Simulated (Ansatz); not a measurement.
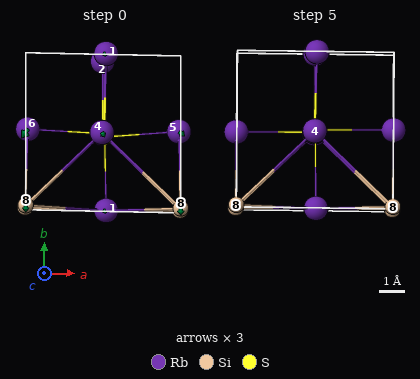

The structure of crystalline Rb3SiS (a generated structure, set up in P1) (coarse preliminary run) before (left) and after (right) a relaxation, at one scale. The green arrows give the displacements (the part carried along by the change of the cell is left out), 3 times their true length.

The picture is a ball-and-stick view of the cell of the calculation, seen along the c axis.

Level of theory: Ansatz 0.2.0, DFT PBE, scalar-relativistic, plane waves, PAW. (plane-wave cutoff 420 eV; k-point mesh 4 × 4 × 2; occupations gaussian; smearing width 0.2 eV; no spin polarisation; cell and atoms relaxed; force threshold 0.025 eV/Å; at most 60 steps)

Question: Describe what moved and what it gained.

Answer: The largest move relative to the cell is that of a Rb atom, 0.29 Å roughly along [0 3 −1]. By element the largest moves are Rb 0.29 Å, S 0.21 Å, Si 0.10 Å. The volume changes by −0.5 %, with a 6.292 → 6.355 Å (+1.0 %), b 6.371 → 6.353 Å (−0.3 %), c 12.858 → 12.701 Å (−1.2 %), α 91.3° → 90.2°, β 90.3° → 90.1°, γ 91.2° → 90.3°. Some distances before and after: Rb–S 3.451 → 3.176 Å, Rb–S 2.927 → 3.177 Å, Rb–S 3.392 → 3.172 Å, Rb–S 2.983 → 3.181 Å. Bond angles that change, for instance: S–Rb–S 168.8° → 177.7°, Rb–S–Rb 168.8° → 177.7°, Rb–S–Rb 95.4° → 89.2°. The space group stays P1 (No. 1). The energy falls by 26.7 meV per atom in 4 accepted moves (5 points after the start). Largest force component: 0.98 eV/Å at the start, 0.011 eV/Å at the end. The pressure goes from 0.16 to 0.00 GPa. The SCF was repeated once at an unchanged geometry on a basis and grid sized afresh for the cell, which shifted the energy by less than 0.05 meV per atom at most.
